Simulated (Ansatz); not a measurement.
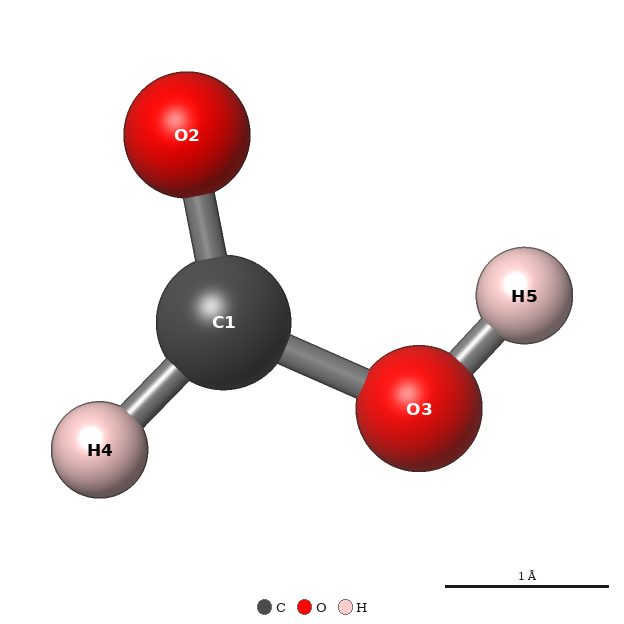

(Drawn from a calculation with Ansatz.)

Orthographic view. Atoms fade into the background with distance from the viewer. State: neutral, triplet. Geometry: a fixed input geometry, not necessarily a minimum.

Give the geometry as a Z-matrix, atoms in numerical order, with these reference atoms: 2 to 1; 3 to 1, 2; 4 to 1, 2, 3; 5 to 3, 1, 4.

```
C  
O    1   1.176
O    1   1.317   2   124.8
H    1   1.095   2   124.6   3  -179.9
H    3   0.951   1   109.3   4  -179.9
```

The spin state was imposed, and no run here compares it with a lower spin, which may lie lower.
